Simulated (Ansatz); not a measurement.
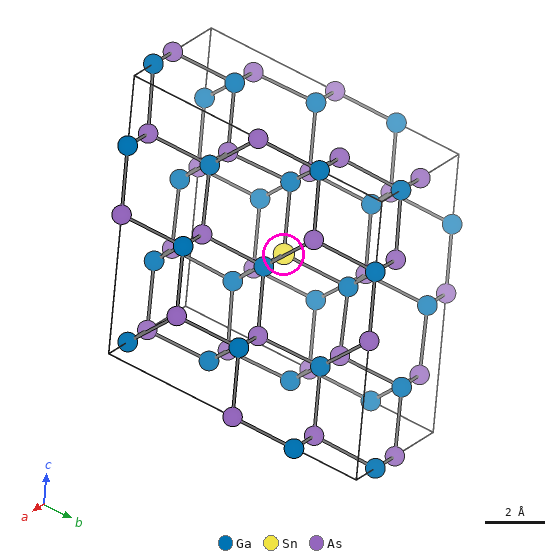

The figure gives a ball-and-stick picture of the atoms, viewed from a general direction. The supercell is outlined; an atom on or near a face, edge or corner is repeated at each equivalent position. The host is GaAs, in a cell of 32 sites, and the cell is neutral. A ring marks the defect's site.

**Which defect is modelled here, and what are its neighbours?**

Tin on an arsenic site (a substitutional impurity). It is bonded to four Ga in a tetrahedral arrangement at about 2.5 Å.

Level of theory and settings: Ansatz, DFT LDA, scalar-relativistic, plane waves, PAW, a kinetic-energy cutoff of 420 eV, a 3×3×3 sampling of the Brillouin zone, Gaussian smearing of 0.02 eV, collinear spins.

**Is there a net moment in the defective cell?**

No net moment.

The atoms were relaxed in the host's cell with DFT LDA, scalar-relativistic, plane waves, PAW (Ansatz 0.2.0).
